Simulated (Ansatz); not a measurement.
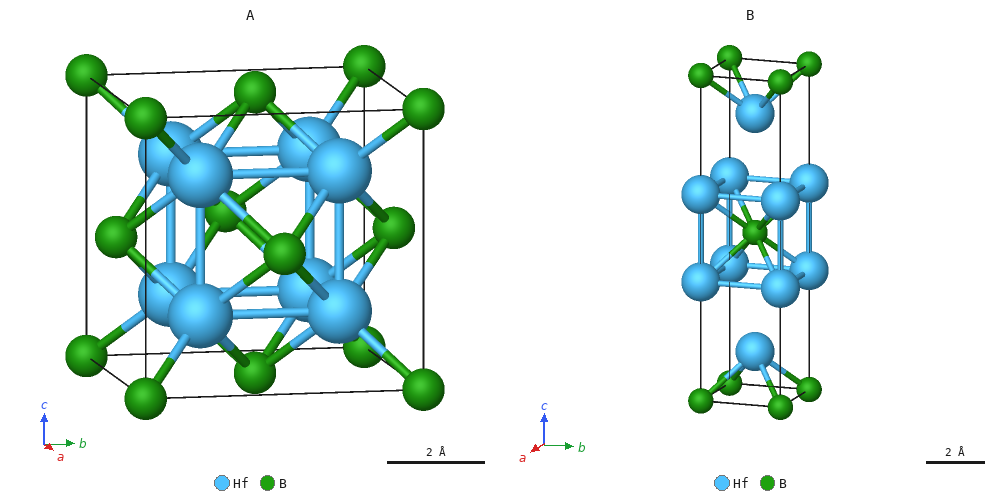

Two structures of Hf₂B, each relaxed to rest (conventional cells in solid outline, small ones repeated, not to one scale). Method: DFT PBE, scalar-relativistic, plane waves, PAW in Ansatz, without spin polarisation.

Question: What structure does each panel show?

Answer: A: antifluorite, Fm-3m. B: 6 atoms a cell on a body-centred tetragonal lattice, I4/mmm.

Question: Which is the more stable form at this level of theory?

Answer: A is lower, by 171 meV/atom at this level of theory (energies at zero smearing). Volumes: A 16.8, B 16.4 Å³/atom.

One or both may be structure types tried for this composition rather than known phases.
